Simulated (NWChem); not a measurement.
# BSiH2Cl (SMILES B[Si]Cl): levels of theory compared

Aim: a comparison of 6 runs (UHF/STO-3G, UHF/3-21G, UB3LYP/6-31G*, UBLYP/def2-SVP, UB2PLYP/6-31+G*) of BSiH2Cl. 

The results are computed with NWChem 7.3.0.

## Step 1: The system as given

The species is BSiH2Cl (5 atoms), meant as a triplet with charge 0. SMILES: `B[Si]Cl`. Geometry: relaxed at GFN2-xTB.

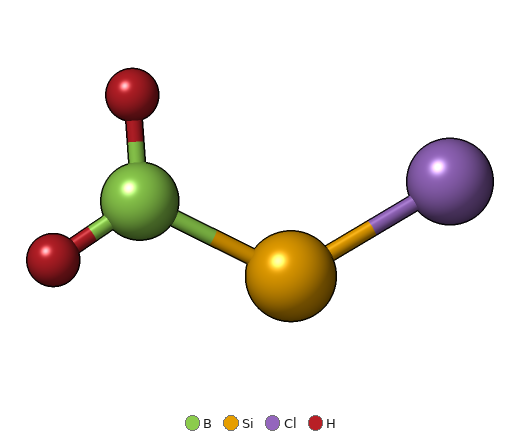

Viewed from a chosen angle; boron green, silicon amber, chlorine purple, hydrogen red.

## Step 2: Energy and forces at UHF/STO-3G (run 1)

The input, bclh2si.nw:

```
start bclh2si
title "BClH2Si gradient"
memory stack 880 mb heap 220 mb global 1100 mb

geometry units angstroms noautosym nocenter noautoz
   B       -0.674100       0.367960      -0.302510
   Si       0.334580      -1.081930       0.357550
   Cl       2.311390      -0.930270       0.961480
   H       -0.184480       1.431210      -0.387430
   H       -1.787390       0.213030      -0.629090
end

basis "ao basis" spherical bse
   * library STO-3G
end

scf
   triplet
   uhf
   thresh 1e-08
   maxiter 80
end

task scf gradient
```

On the command line:

```bash
$ nwchem bclh2si.nw > bclh2si.out
```

Standard output:

```text
[...]
  functions       =    25
[...]
  wavefunction    = UHF
[...]
         Total SCF energy =   -765.676206202934
      One electron energy =  -1278.439720388593
      Two electron energy =    404.735179041176
 Nuclear repulsion energy =    108.028335144483
                       Sz =      1.0000
                 Sz(Sz+1) =      2.0000
                      S^2 =      2.0029
[...]
                         UHF ENERGY GRADIENTS
    atom               coordinates                        gradient
                 x          y          z           x          y          z
   1 B      -1.273864   0.695344  -0.571661   -0.004551  -0.012290   0.001392
   2 Si      0.632265  -2.044551   0.675672    0.018895   0.010318   0.003764
   3 Cl      4.367894  -1.757955   1.816934   -0.011814  -0.006284  -0.002397
   4 H      -0.348617   2.704595  -0.732137    0.006171   0.008357   0.000089
   5 H      -3.377677   0.402568  -1.188808   -0.008700  -0.000101  -0.002849
[...]
```

It took 2.1 s on 1 thread of Intel Xeon Platinum 8375C at 2.90GHz (Ice Lake), shared host; peak memory 0.099 GiB.

## Step 3: Energy and forces at UHF/3-21G (run 2)

The input, bclh2si.xyz:

```xyz
5
BClH2Si
B     -0.674100     0.367960    -0.302510
Si     0.334580    -1.081930     0.357550
Cl     2.311390    -0.930270     0.961480
H     -0.184480     1.431210    -0.387430
H     -1.787390     0.213030    -0.629090
```

The input, run.py:

```python
from ase.io import read
from ase.calculators.nwchem import NWChem

atoms = read('bclh2si.xyz')

calc = NWChem(
    label='bclh2si',
    theory='scf',
    memory='2200 mb',
    basis='3-21G',
    basispar='spherical bse',
    scf={'nopen': '2', 'uhf': None, 'thresh': '1e-08', 'maxiter': '80', 'print': 'low'},
)
atoms.calc = calc

forces = atoms.get_forces()
print("Total energy (eV):", round(atoms.get_potential_energy(), 6))
print("forces (eV/A):")
for s, f in zip(atoms.symbols, forces):
    print(f"{s:2s} {f[0]:10.5f} {f[1]:10.5f} {f[2]:10.5f}")
```

On the command line:

```bash
$ export ASE_NWCHEM_COMMAND="nwchem PREFIX.nwi > PREFIX.nwo"
$ python run.py
```

Standard output:

```text
Total energy (eV): -20962.65534
forces (eV/A):
B    -0.46054    1.05893   -0.39379
Si   -1.30180   -1.37698   -0.10500
Cl    1.94936    0.20358    0.58426
H     0.15889    0.30437   -0.01836
H    -0.34586   -0.18990   -0.06711
```

The calculator wrote bclh2si.nwi:

```
title "bclh2si"

permanent_dir bclh2si

scratch_dir bclh2si

start bclh2si

geometry units angstrom nocenter noautosym noautoz
  B  -6.7410000000000003e-01 3.6796000000000001e-01 -3.0251000000000000e-01
  Si 3.3457999999999999e-01 -1.0819300000000001e+00 3.5754999999999998e-01
  Cl 2.3113899999999998e+00 -9.3027000000000004e-01 9.6148000000000000e-01
  H  -1.8448000000000001e-01 1.4312100000000001e+00 -3.8743000000000000e-01
  H  -1.7873900000000000e+00 2.1303000000000000e-01 -6.2909000000000004e-01
end

memory 2200 mb

basis spherical bse noprint
   * library 3-21G
end

scf
  nopen 2
  uhf
  thresh 1e-08
  maxiter 80
  print low
end

task scf gradient
```

bclh2si.nwo:

```text
Northwest Computational Chemistry Package (NWChem) 7.3.0
             --------------------------------------------------------

           Job information
           ---------------

    nwchem branch   = 7.3.0
    use scalapack   = T
    input           = bclh2si.nwi
    prefix          = bclh2si.
    data base       = bclh2si/bclh2si.db
    status          = startup
    nproc           =        1

           Memory information
           ------------------

    heap     =     72089596 doubles =      550.0 Mbytes
    stack    =     72089601 doubles =      550.0 Mbytes
    global   =    144179200 doubles =     1100.0 Mbytes (distinct from heap & stack)
    total    =    288358397 doubles =     2200.0 Mbytes
    verify   = yes
    hardfail = no

[... 38 lines left out ...]
            Nuclear Dipole moment (a.u.)
[... 62 lines left out ...]
       Final UHF  results
[... 2 lines left out ...]
         Total SCF energy =   -770.363381010389
      One electron energy =  -1280.426161728460
      Two electron energy =    402.034445573588
 Nuclear repulsion energy =    108.028335144483
[... 1 line left out ...]
                       Sz =      1.0000
                 Sz(Sz+1) =      2.0000
                      S^2 =      2.0046

        Time for solution =      1.6s

                              NWChem Gradients Module
                              -----------------------

                         UHF ENERGY GRADIENTS

    atom               coordinates                        gradient
                 x          y          z           x          y          z
   1 B      -1.273864   0.695344  -0.571661    0.008956  -0.020593   0.007658
   2 Si      0.632265  -2.044551   0.675672    0.025316   0.026778   0.002042
   3 Cl      4.367894  -1.757955   1.816934   -0.037909  -0.003959  -0.011362
   4 H      -0.348617   2.704595  -0.732137   -0.003090  -0.005919   0.000357
   5 H      -3.377677   0.402568  -1.188808    0.006726   0.003693   0.001305

 Task  times  cpu:        2.5s     wall:        2.5s
 Total times  cpu:        2.5s     wall:        2.5s
```

It took 3.9 s on 1 thread of Intel Xeon Platinum 8375C at 2.90GHz (Ice Lake), shared host; peak memory 0.099 GiB.

Runs 3 to 5 aren't shown in full; the table further down has their settings and results.

## Step 4: A single-point energy at UB2PLYP/6-31+G(d) (spherical functions) (run 6)

The input, run.nw:

```
start run
title "BClH2Si energy"
memory stack 880 mb heap 220 mb global 1100 mb

geometry noautosym nocenter noautoz
  B       -0.674100       0.367960      -0.302510
  Si       0.334580      -1.081930       0.357550
  Cl       2.311390      -0.930270       0.961480
  H       -0.184480       1.431210      -0.387430
  H       -1.787390       0.213030      -0.629090
end

basis spherical bse
  * library 6-31+G*
end

dft
  xc hfexch 0.53 becke88 0.47 lyp 0.73 mp2 0.27
  dftmp2 semidirect
  mult 3
  grid xfine
  convergence energy 1e-08
  iterations 100
  mulliken
  noprint "final vectors analysis"
end

mp2
  freeze core 11
end

task dft energy
```

On the command line:

```bash
$ nwchem run.nw > run.out
```

Standard output:

```text
[...]
          Wavefunction type:  spin polarized.
          No. of atoms     :     5
          No. of electrons :    38
[...]
          Charge           :     0
          Spin multiplicity:     3
[...]
          AO basis - number of functions:    66
[...]
              XC Information
              --------------
                     Hartree-Fock (Exact) Exchange  0.530
                    Becke 1988 Exchange Functional  0.470
              Lee-Yang-Parr Correlation Functional  0.730
[...]
 d= 0,ls=0.0,diis     1   -775.1976789455 -8.83D+02  7.37D-03  5.53D-02     3.4
[...]
 d= 0,ls=0.0,diis    12   -775.2429447308 -4.65D-09  5.58D-07  1.31D-10    47.8
[...]
         Total DFT energy =     -775.242944730818
      One electron energy =    -1285.110857544580
           Coulomb energy =      455.418958561778
    Exchange-Corr. energy =      -53.579380892499
 Nuclear repulsion energy =      108.028335144483
[...]
      Total Density - Mulliken Population Analysis
     ---------------------------------------------
    Atom       Charge   Shell Charges
 -----------   ------   -------------------------------------------------------
    1 B    5     5.20   2.00  0.59  1.43  0.49  0.58  0.04  0.05  0.03
    2 Si  14    13.68   2.00  2.00  5.96  1.11  1.61  0.42  0.44  0.02  0.01  0.11
    3 Cl  17    17.20   2.00  2.00  5.98  1.39  3.62  0.58  1.64 -0.04  0.02  0.02
    4 H    1     0.95   0.52  0.44
    5 H    1     0.96   0.52  0.44
[...]
      <S2> =      2.0042 (Exact =     2.0000)
[...]
  Basis functions       =     66
[...]
```

It took 53 s on 1 thread of Intel Xeon Platinum 8375C at 2.90GHz (Ice Lake), shared host; peak memory 0.15 GiB.

## Step 5: The series

```csv
run,level,iteration cap,module,energy (Eh),dipole moment (D),⟨S²⟩,largest force (eV/Å),wall time
1,UHF/STO-3G,80,scf,-765.676206,2.97,2.003,1.124,2.1 s
2,UHF/3-21G,80,scf,-770.363381,–,2.005,2.045,3.9 s
3,UB3LYP/6-31G* (spherical functions),100,dft,-775.681774,–,2.002,1.094,30 s
4,UB3LYP/6-31G* (Cartesian functions),100,dft,-775.687438,0.85,2.002,1.082,47 s
5,UBLYP/def2-SVP,100,dft,-775.401118,0.65,2.002,1.123,29 s
6,UB2PLYP/6-31+G* (spherical functions),100,dft,-775.330862,1.19,2.004,–,53 s
```

## Step 6: Summary of results

```
                       quantity          value
            run 6: total energy  -775.33086 Eh
run 6: dipole moment (SCF part)         1.19 D
                    run 6: ⟨S²⟩          2.004
```

Over runs 1, 4, 5, 6 the dipole moment (its size) runs from 0.65 D (UBLYP/def2-SVP) to 2.97 D (UHF/STO-3G). The two ends differ in method and basis. Totals of different functionals can't be ranked against each other. In run 1 the basis is minimal, so the values are rough. All runs together took 2.7 min, the longest 53 s.
